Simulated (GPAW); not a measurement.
# MoS2 (P6_3/mmc): refractive index against wavelength

The refractive index of MoS2 (P6_3/mmc) along x below the direct gap (1.64 eV on the mesh) is read from one computed spectrum, n = √(Re ε). x, y and z are the Cartesian axes of the input cell.

It takes space group P6_3/mmc (No. 194, hexagonal). Conventional cell: a = 3.169 Å, b = 3.169 Å, c = 12.324 Å, α = 90.00°, β = 90.00°, γ = 120.00°. Mo on site c is surrounded by 6 S at 2.41 Å. S on site f has 3 Mo at 2.41 Å as nearest neighbours.

Method: GPAW 26.7.0, LDA, RPA, k-mesh 12×12×3, local fields up to 50 eV, Lorentzian half width 0.15 eV.

Launch of the response step: `OMP_NUM_THREADS=1 python df.py`. The run took 8.1 min, its band step included, on 1 thread of Arm Neoverse V1, with other jobs on the host.

```
wavelength (nm)  photon energy E (eV)       n
           3000                 0.413  3.7707
           2000                 0.620  3.8076
           1550                 0.800  3.8548
           1310                 0.946       ?
           1064                 1.165  4.0087
```

In the single-oscillator model n² − 1 = E₀E_d/(E₀² − E²), so 1/(n² − 1) = E₀/E_d − E²/(E₀E_d) is linear in E².

Working, on the rows shown:

| x = E² (eV²) | y = 1/(n² − 1) |
| --- | --- |
| 0.170801 | 0.0756534 |
| 0.384302 | 0.074086 |
| 0.639837 | 0.0721528 |
| 1.35784 | 0.0663584 |

Means: x̄ = 0.6382, ȳ = 0.072063. Σ(x − x̄)(y − ȳ) = -0.006297, Σ(x − x̄)² = 0.8008. Slope = -0.006297 / 0.8008 = -0.007863; intercept = ȳ − slope · x̄ = 0.077081. Turned back into n, the line misses the rows shown by at most 0.0026.

Problem. Fill in the last column of the withheld row.

Solution. At x = 0.89576 the line gives y = 0.070037, that is 3.9087. The run gave 3.9056, so the interpolation is off by 0.0031, 1.3 % of the range in the table.

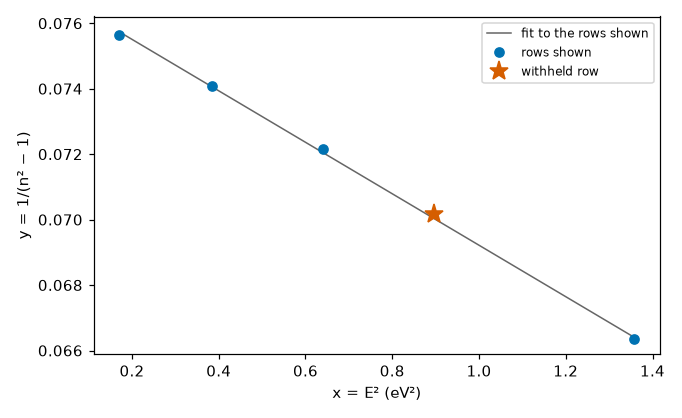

Refitted with all rows, the slope is -0.007834 and the intercept 0.077085. These give E₀ = √(intercept/−slope) = 3.14 eV and E_d = E₀/intercept = 40.7 eV; E₀ is 1.9 times the direct gap. The electronic limit at long wavelengths, without lattice vibrations, is n = √(1 + 1/intercept) = 3.738. The cell comes from an older database entry, whose edges can be off by a per cent or so. Excitons are left out; LDA gaps are as a rule too small. The values come from a sum over the points of one k-mesh and carry its error, which grows as the direct gap shrinks. This version of GPAW has incomplete matrix elements in the optical limit, which can lower ε − 1 by up to a tenth where first-row anions or d states rule. Spin-orbit coupling is left out.

[Logs are printed without paths, hosts, clocks, repeated set-up lines and the standing remarks that a program may print on its own settings, such as how far it seeks lower states.]
